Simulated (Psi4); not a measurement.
**GeNH3 (SMILES [NH2][GeH]) at MP2/def2-SVP (density fitting, density fitting for correlation, sweep point 3)**

What is the vertical electron affinity of GeNH3 at MP2/def2-SVP (density fitting, density fitting for correlation, sweep point 3)? 

The calculation is run with Psi4 1.11.

4 further runs of the same task are left out: 4 set aside as unsound or not needed.

### Step 1. The structure to begin with

GeNH3 has 5 atoms, charge 0, and is taken as a singlet. As SMILES, `[NH2][GeH]`. The shape is that of a PBE0-D4/def2-TZVP optimisation. This is one conformer, not always the lowest.

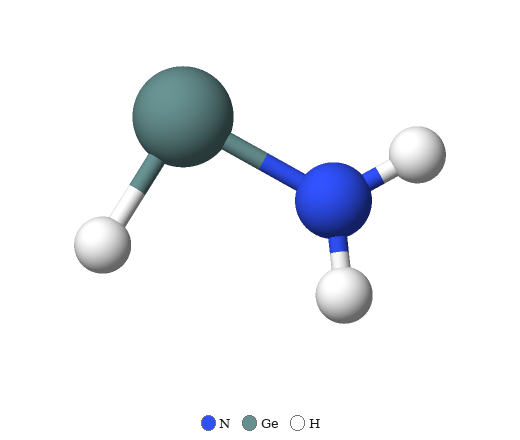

The structure, seen from a chosen angle (nitrogen blue, germanium teal, hydrogen white).

### Step 2. A single-point energy at MP2/def2-SVP (density fitting, density fitting for correlation, sweep point 3)

Input file calc.in:

```
memory 1600 MB

molecule {
  0 1
  N     -0.15892597    -1.13799307     0.18405932
  Ge     1.86856119     1.61269227     0.49095085
  H      0.34128454    -2.83836864     0.87928957
  H     -1.86138023    -1.17181917    -0.66612846
  H     -0.09505322     3.39621579    -0.96621697
  units au
  symmetry c1
}

set puream true
set scf_type df
set num_frozen_docc 10
set d_convergence 0.0001
set e_convergence 0.0001

e_tot, wfn = energy("mp2/def2-SVP", return_wfn=True)
```

On the command line:

```
$ psi4 -i calc.in -o calc.out -n 1
```

calc.out:

```text
[...]
  Running in c1 symmetry.
[...]
  Nuclear repulsion =   98.834761047303033
[...]
  Multiplicity = 1
[...]
  Nalpha       = 21
  Nbeta        = 21
[...]
    Number of basis functions: 61
[...]
   @DF-RHF iter   1: -2130.15560563409872   -3.50412e+00   3.39956e-02 DIIS/ADIIS
[...]
   @DF-RHF iter   6: -2131.24432615959540   -5.98951e-05   5.22073e-05 DIIS
[...]
    Orbital Energies [Eh]
    ---------------------
    Doubly Occupied:
       1A   -405.185683     2A    -52.112790     3A    -46.214077
       4A    -46.212435     5A    -46.211803     6A    -15.552058
       7A     -7.170160     8A     -5.149519     9A     -5.144849
      10A     -5.141192    11A     -1.624442    12A     -1.621721
      13A     -1.617134    14A     -1.616765    15A     -1.610651
      16A     -1.111171    17A     -0.681260    18A     -0.658924
      19A     -0.481388    20A     -0.413575    21A     -0.327234
[...]
  @DF-RHF Final Energy: -2131.24432615959540
   => Energetics <=
    Nuclear Repulsion Energy =             98.8347610473030329
    One-Electron Energy =               -3168.4351600735903958
    Two-Electron Energy =                 938.3560728666919886
    Total Energy =                      -2131.2443261595954027
[...]
 Multipole Moments:
 ------------------------------------------------------------------------------------
     Multipole            Electronic (a.u.)      Nuclear  (a.u.)        Total (a.u.)
 ------------------------------------------------------------------------------------
 L = 1.  Multiply by 2.5417464519 to convert [e a0] to [Debye]
 Dipole X            :          4.5943651           -4.9414476           -0.3470824
 Dipole Y            :          3.9029467           -4.3815885           -0.4786418
 Dipole Z            :          1.3032723           -1.3536059           -0.0503336
 Magnitude           :                                                    0.5933782
[...]
```

Wall time 1.7 s (1 thread of Intel Xeon Platinum 8488C (Sapphire Rapids), shared host); peak memory 0.21 GiB.

### Step 3. The doublet anion at the same level

Input file input.inp:

```
memory 1600 MB

molecule {
  -1 2
  N     -0.15892597    -1.13799307     0.18405932
  Ge     1.86856119     1.61269227     0.49095085
  H      0.34128454    -2.83836864     0.87928957
  H     -1.86138023    -1.17181917    -0.66612846
  H     -0.09505322     3.39621579    -0.96621697
  units bohr
  symmetry c1
}

set reference uhf
set puream true
set scf_type df
set num_frozen_docc 10
set d_convergence 0.0001
set e_convergence 0.0001
set maxiter 150

energy("mp2/def2-SVP")
```

On the command line:

```
$ psi4 -n 1 input.inp input.out
```

input.out:

```text
[...]
  Running in c1 symmetry.
[...]
  Nuclear repulsion =   98.834761047303033
[...]
  Multiplicity = 2
[...]
  Nalpha       = 22
  Nbeta        = 21
[...]
    Number of basis functions: 61
[...]
   @DF-UHF iter   1: -2129.90280000354323   -3.25131e+00   3.50779e-02 DIIS/ADIIS
[...]
   @DF-UHF iter   7: -2131.20821865597918   -4.58501e-05   3.33185e-05 DIIS
[...]
   @S^2 Observed:                7.658611718E-01
[...]
    Orbital Energies [Eh]
    ---------------------
    Alpha Occupied:
       1A   -404.909223     2A    -51.835617     3A    -45.937919
       4A    -45.936109     5A    -45.935412     6A    -15.309708
       7A     -6.893236     8A     -4.873062     9A     -4.869954
      10A     -4.866364    11A     -1.346596    12A     -1.342939
      13A     -1.342487    14A     -1.338678    15A     -1.337723
      16A     -0.886880    17A     -0.450534    18A     -0.433619
      19A     -0.248734    20A     -0.220415    21A     -0.096994
      22A      0.013382
    Alpha Virtual:
      23A      0.337372    24A      0.407121    25A      0.432373
[...]
  @DF-UHF Final Energy: -2131.20821865597918
   => Energetics <=
    Nuclear Repulsion Energy =             98.8347610473030329
    One-Electron Energy =               -3179.4362425807639738
    Two-Electron Energy =                 949.3932628774819023
    Total Energy =                      -2131.2082186559791808
  UHF NO Occupations:
  HONO-2 :   20  A 1.9993486
  HONO-1 :   21  A 1.9930722
[...]
 Multipole Moments:
 ------------------------------------------------------------------------------------
     Multipole            Electronic (a.u.)      Nuclear  (a.u.)        Total (a.u.)
 ------------------------------------------------------------------------------------
 L = 1.  Multiply by 2.5417464519 to convert [e a0] to [Debye]
 Dipole X            :          4.5243146           -4.9414476           -0.4171330
 Dipole Y            :          3.6370554           -4.3815885           -0.7445331
 Dipole Z            :          1.3371404           -1.3536059           -0.0164654
 Magnitude           :                                                    0.8535810
[...]
```

It took 1.9 s on 1 thread of Intel Xeon Platinum 8488C (Sapphire Rapids), shared host; peak memory 0.21 GiB.

### Step 4. What came out

At MP2/def2-SVP (density fitting, density fitting for correlation, sweep point 3), 10 core orbitals frozen:

| quantity | value |
| --- | --- |
| singlet GeNH3: total energy | -2131.63542 Eh |
| singlet GeNH3: HOMO energy (Hartree–Fock orbitals) | -8.90 eV |
| singlet GeNH3: LUMO energy (Hartree–Fock orbitals) | 1.57 eV |
| singlet GeNH3: HOMO–LUMO gap (Hartree–Fock orbitals) | 10.48 eV |
| singlet GeNH3: correlation energy (10 core orbitals frozen) | -391.1 mEh |
| doublet anion: total energy | -2131.60067 Eh |
| doublet anion: HOMO energy (Hartree–Fock orbitals) (highest over α and β) | 0.36 eV |
| doublet anion: LUMO energy (Hartree–Fock orbitals) (lowest over α and β) | 9.09 eV |
| doublet anion: correlation energy (10 core orbitals frozen) | -392.5 mEh |
| doublet anion: ⟨S²⟩ of the reference determinant | 0.766 |
| vertical electron affinity (to the doublet anion) | -0.945 eV |

What this shows: The anion lies 0.95 eV (21.8 kcal/mol) above the neutral: the electron isn't bound at this level, and such a value depends on the basis. Without diffuse functions anions come out too high. The HOMO (doublet anion) lies at positive energy, 0.36 eV: the electron is unbound at this level or held by a compact basis; values depend on the basis.
